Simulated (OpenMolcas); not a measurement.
# Single-point calculation of CH$_{5}$FOSi (part 1 of 2)

System: CH$_{5}$FOSi, SMILES C[SiH](O)F.
Method: HF/ANO-R0, RHF, sfX2C (OpenMolcas 26.06).

The geometry comes from this level: PBE0-D4/def2-TZVP.

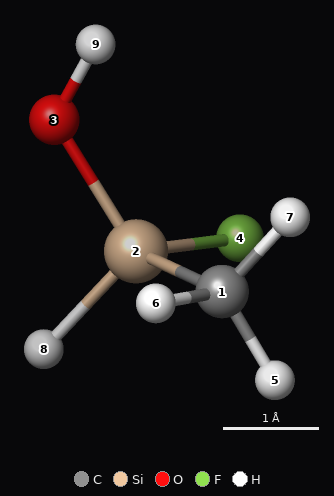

**Figure 1.** The structure as given in the input (ball-and-stick view, seen at a tilt; atoms are numbered from 1 in the order of the input).

Results in brief:

```csv
quantity,value
outcome,converged
total energy,−504.087011 hartree
basis functions,29
HOMO,−12.10 eV
LUMO,4.95 eV
dipole moment,2.28 debye
hardware,"1 thread of AMD EPYC (Zen 3), 128 GiB of memory available, shared host"
wall time,4.2 s
peak memory,0.38 GiB
```

Input file:
```
* CH5FOSi Hartree-Fock
>>> EXPORT MOLCAS_PRINT=2

&GATEWAY
 Coord
 geom.xyz
 Basis
 ANO-R0
 Group
 NoSym

&SEWARD

&SCF
 PrOrbitals
 0

&LOCALISATION
 Occupied
 Freeze
 Pipek-Mezey

&LOCALISATION
 FileOrb
 $Project.LocOrb
 Virtual
 Pipek-Mezey
```

File geom.xyz:
```
9

C     -1.059200     0.382700     0.202100
Si     0.598700    -0.059400    -0.491700
O      1.699800    -0.426000     0.658800
F      0.386100    -1.319200    -1.457200
H     -1.759300     0.624200    -0.601500
H     -0.982100     1.251700     0.860100
H     -1.484000    -0.445000     0.776700
H      1.214000     1.018000    -1.292600
H      1.474600    -1.073100     1.328200
```

Launched with:
```bash
export MOLCAS_MEM=1860
pymolcas step1.input > step1.log
```

Log:
```
--- Start Module: gateway ---

                                              &GATEWAY

                       available to each process: 1.9 GB of memory, 1 thread

++    Symmetry information:
      ---------------------

                    Character Table for C1

                             E
                    a        1  x, y, xy, Rz, z, xz, Ry, yz, Rx, I
--

++    Basis set information:
      ----------------------

      Basis set label: C.ANO-R...2S1P.

      Electronic valence basis set:
      ------------------
      Associated Effective Charge   6.000000 au
      Associated Actual Charge      6.000000 au
      Nuclear Model: Finite nucleus - Gaussian distribution
        Gaussian exponent, Xi/bohr**(-2):  6.80775E+08

      Shell  nPrim  nBasis  Cartesian Spherical Contaminant
         s      12       2        X
         p       7       1        X

      Basis set label: SI.ANO-R...3S2P.

      Electronic valence basis set:
      ------------------
      Associated Effective Charge  14.000000 au
      Associated Actual Charge     14.000000 au
      Nuclear Model: Finite nucleus - Gaussian distribution
        Gaussian exponent, Xi/bohr**(-2):  4.34677E+08

      Shell  nPrim  nBasis  Cartesian Spherical Contaminant
         s      16       3        X
         p      11       2        X

      Basis set label: O.ANO-R...2S1P.

      Electronic valence basis set:
      ------------------
      Associated Effective Charge   8.000000 au
      Associated Actual Charge      8.000000 au
      Nuclear Model: Finite nucleus - Gaussian distribution
        Gaussian exponent, Xi/bohr**(-2):  5.86314E+08

      Shell  nPrim  nBasis  Cartesian Spherical Contaminant
         s      13       2        X
         p       8       1        X

      Basis set label: F.ANO-R...2S1P.

      Electronic valence basis set:
      ------------------
      Associated Effective Charge   9.000000 au
      Associated Actual Charge      9.000000 au
      Nuclear Model: Finite nucleus - Gaussian distribution
        Gaussian exponent, Xi/bohr**(-2):  5.35469E+08

      Shell  nPrim  nBasis  Cartesian Spherical Contaminant
         s      13       2        X
         p       8       1        X

      Basis set label: H.ANO-R...1S.

      Electronic valence basis set:
      ------------------
      Associated Effective Charge   1.000000 au
      Associated Actual Charge      1.000000 au
      Nuclear Model: Finite nucleus - Gaussian distribution
        Gaussian exponent, Xi/bohr**(-2):  2.12482E+09

      Shell  nPrim  nBasis  Cartesian Spherical Contaminant
         s       7       1        X
--

++    Molecular structure info:
      -------------------------

                    ************************************************
                    **** Cartesian Coordinates / bohr, angstrom ****
                    ************************************************

     Center  Label                x              y              z                     x              y              z
        1      C1              -2.001598       0.723198       0.381914             -1.059200       0.382700       0.202100
        2      SI2              1.131379      -0.112250      -0.929178              0.598700      -0.059400      -0.491700
        3      O3               3.212156      -0.805023       1.244952              1.699800      -0.426000       0.658800
        4      F4               0.729623      -2.492927      -2.753709              0.386100      -1.319200      -1.457200
        5      H5              -3.324595       1.179567      -1.136670             -1.759300       0.624200      -0.601500
        6      H6              -1.855900       2.365370       1.625353             -0.982100       1.251700       0.860100
        7      H7              -2.804354      -0.840928       1.467750             -1.484000      -0.445000       0.776700
        8      H8               2.294128       1.923741      -2.442660              1.214000       1.018000      -1.292600
        9      H9               2.786590      -2.027865       2.509934              1.474600      -1.073100       1.328200

                    ***************************************
                    *    InterNuclear Distances / bohr    *
                    ***************************************

               1 C1            2 SI2           3 O3            4 F4            5 H5            6 H6
    1 C1       0.000000
    2 SI2      3.497496        0.000000
    3 O3       5.501230        3.088108        0.000000
    4 F4       5.256915        3.026209        5.000127        0.000000
    5 H5       2.065113        4.644088        7.234628        5.704271        0.000000
    6 H6       2.064970        4.646296        5.990100        7.033077        3.345440        0.000000
    7 H7       2.066385        4.665429        6.020741        5.747940        3.337073        3.347350
    8 H8       5.279467        2.790676        4.678398        4.695890        5.816309        5.828078
    9 H9       5.918071        4.270457        1.810146        5.670391        7.805891        6.452574

               7 H7            8 H8            9 H9
    7 H7       0.000000
    8 H8       6.994942        0.000000
    9 H9       5.809786        6.354990        0.000000

                    *******************************************
                    *    InterNuclear Distances / angstrom    *
                    *******************************************

               1 C1            2 SI2           3 O3            4 F4            5 H5            6 H6
    1 C1       0.000000
    2 SI2      1.850795        0.000000
    3 O3       2.911125        1.634156        0.000000
    4 F4       2.781840        1.601401        2.645954        0.000000
    5 H5       1.092811        2.457545        3.828400        3.018570        0.000000
    6 H6       1.092735        2.458714        3.169824        3.721744        1.770331        0.000000
    7 H7       1.093484        2.468839        3.186039        3.041679        1.765903        1.771341
    8 H8       2.793774        1.476762        2.475702        2.484958        3.077858        3.084086
    9 H9       3.131708        2.259828        0.957888        3.000642        4.130700        3.414555

               7 H7            8 H8            9 H9
    7 H7       0.000000
    8 H8       3.701564        0.000000
    9 H9       3.074407        3.362916        0.000000

                    **************************************
                    *    Valence Bond Angles / degree    *
                    **************************************
                          Atom centers                 Phi
                      5 H5       1 C1       6 H6       108.20
                      5 H5       1 C1       7 H7       107.75
                      6 H6       1 C1       7 H7       108.24
--

            Nuclear Potential Energy            183.33019616 au

--- Stop Module: gateway /rc=_RC_ALL_IS_WELL_ ---

--- Start Module: seward ---

                                              &SEWARD

                       available to each process: 1.9 GB of memory, 1 thread

               SEWARD will generate:
                  Multipole Moment integrals up to order  2
                  Kinetic Energy integrals
                  Nuclear Attraction integrals (finite nuclei - Gaussian type)
                  One-Electron Hamiltonian integrals
                  Velocity integrals
                  Relativistic X2C integrals
                  Orbital angular momentum around (  0.8742  -0.6509  -0.6471 )
                  Velocity quadrupole around (  0.8742  -0.6509  -0.6471 )
                  Atomic mean-field integrals
                  Two-Electron Repulsion integrals

                   Integrals are discarded if absolute value <: 1.00E-14
                   Integral cutoff threshold is set to       <: 1.00E-16

            Nuclear Potential Energy            183.33019616 au

      Basis set specifications :
      Symmetry species         a
      Basis functions           29

--- Stop Module: seward /rc=_RC_ALL_IS_WELL_ ---
--- Module seward spent 2 seconds ---

--- Start Module: scf ---

                                                &SCF

                       available to each process: 1.9 GB of memory, 1 thread

++    Input section:
      --------------

      Header of the integral files:

      Cartesian coordinates in angstrom:
      -----------------------------------------------------
      No.  Label        X            Y            Z
      -----------------------------------------------------
       1   C1        -1.05920000   0.38270000   0.20210000
       2   SI2        0.59870000  -0.05940000  -0.49170000
       3   O3         1.69980000  -0.42600000   0.65880000
       4   F4         0.38610000  -1.31920000  -1.45720000
       5   H5        -1.75930000   0.62420000  -0.60150000
       6   H6        -0.98210000   1.25170000   0.86010000
       7   H7        -1.48400000  -0.44500000   0.77670000
       8   H8         1.21400000   1.01800000  -1.29260000
       9   H9         1.47460000  -1.07310000   1.32820000
      -----------------------------------------------------
      Nuclear repulsion energy =  183.33019616
--

++    Orbital specifications:
      -----------------------

      Symmetry species               1
                                     a
      Frozen orbitals                0
      Occupied orbitals             21
      Secondary orbitals             8
      Deleted orbitals               0
      Total number of orbitals      29
      Number of basis functions     29
--

      Molecular charge                           0.000

++    Optimization specifications:
      ----------------------------

      SCF Algorithm: Conventional
      Minimized density differences are used
      Number of density matrices in core                 5
      Maximum number of NDDO SCF iterations            400
      Maximum number of HF SCF iterations              400
      Threshold for SCF energy change             1.00E-09
      Threshold for density matrix                1.00E-04
      Threshold for Fock matrix                   1.50E-04
      Threshold for linear dependence             1.00E-09
      Threshold at which DIIS is turned on        1.50E-01
      Maximum depth in the DIIS procedure                5
      Maximum depth in the BFGS Hessian update          30
      Threshold at which QNR/C2DIIS is turned on  7.50E-02
      Threshold for Norm(delta) (QNR/C2DIIS)      1.00E-03
      All orbitals punched on: SCFORB
--

      Input vectors read from INPORB
      Orbital file label: *Guess orbitals

++ Convergence information
                                   SCF        iterations: Energy and convergence statistics

Iter     Tot. SCF        One-elec.       Two-elec.     Energy      Max Dij or  Max Fij      DNorm      TNorm      AccCon     Time
         Energy          Energy          Energy        Change      Delta Norm                                                in Sec.
   1  -503.471170279 -1067.350603255   380.549236816   0.00E+00    5.60E-01*   1.51E-01*    8.85E+00   9.92E+01   None         0.
   2  -504.006124077 -1062.114529256   374.778209019  -5.35E-01*   1.49E-01*   1.10E-01*    3.77E+00   9.87E+01   EDIIS        0.
   3  -504.069463247 -1063.286078066   375.886418659  -6.33E-02*   4.46E-02*   3.23E-02*    1.23E+00   9.88E+01   c2DIIS       0.
   4  -504.085824042 -1063.129068237   375.713048034  -1.64E-02*   2.28E-02*   7.75E-03*    3.06E-01   9.88E+01   QNRc2DIIS    0.
   5  -504.086786480 -1063.080757292   375.663774651  -9.62E-04*   1.18E-02*   3.59E-03*    6.15E-02   9.88E+01   QNRc2DIIS    0.
   6  -504.087004379 -1063.094271540   375.677071001  -2.18E-04*   1.78E-03*   3.75E-04*    1.46E-02   9.88E+01   QNRc2DIIS    0.
   7  -504.087010466 -1063.101178505   375.683971880  -6.09E-06*   8.91E-04    2.10E-04*    5.86E-03   9.88E+01   QNRc2DIIS    0.
   8  -504.087011375 -1063.100519440   375.683311904  -9.10E-07*   1.17E-04    2.38E-05     1.53E-03   9.88E+01   QNRc2DIIS    0.
   9  -504.087011401 -1063.100434990   375.683227428  -2.61E-08*   6.96E-05    1.22E-05     4.21E-04   9.88E+01   QNRc2DIIS    0.
  10  -504.087011406 -1063.100593456   375.683385890  -4.57E-09*   1.36E-05    4.08E-06     1.14E-04   9.88E+01   QNRc2DIIS    0.
  11  -504.087011406 -1063.100492485   375.683284919  -3.07E-10    4.66E-06    1.14E-06     3.18E-05   9.88E+01   QNRc2DIIS    0.

       Convergence after  11 Iterations
--

 *****************************************************************************************************************************
 *                                             SCF/KS-DFT Program, Final results                                             *
 *                                                       Final Results                                                       *
 *****************************************************************************************************************************
```
